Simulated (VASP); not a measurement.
Energy against volume of Na (bcc). All values below come from TPSS meta-GGA, VASP's PBE PAW potentials (set 64) (plane waves; VASP).

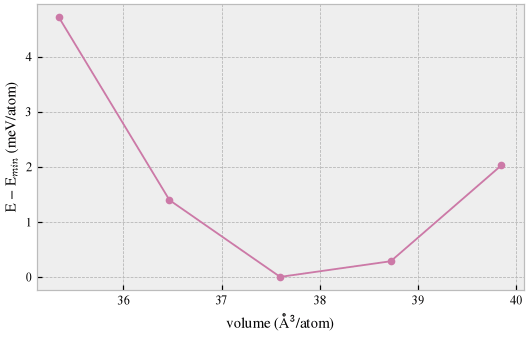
Energy against volume

Q: Estimate the equilibrium volume and the bulk modulus.

A: The minimum lies near 38.0 Å³/atom, and the curvature gives B0 of about 7.7 GPa.

Measured: bulk modulus 7.9 GPa at 0 K (computed value off by -3.2 %), as given by Daniel Mejia-Rodriguez et al., Physical Review B (2018), arXiv:1807.09216 [0 K value with the zero-point phonon effect removed]; a 4.214 Å at 0 K (computed value off by +0.5 %), as given by Daniel Mejia-Rodriguez et al., Physical Review B (2018), arXiv:1807.09216 [static lattice: zero-point anharmonic expansion removed].

The compound is Na in the bcc structure. It was relaxed first.
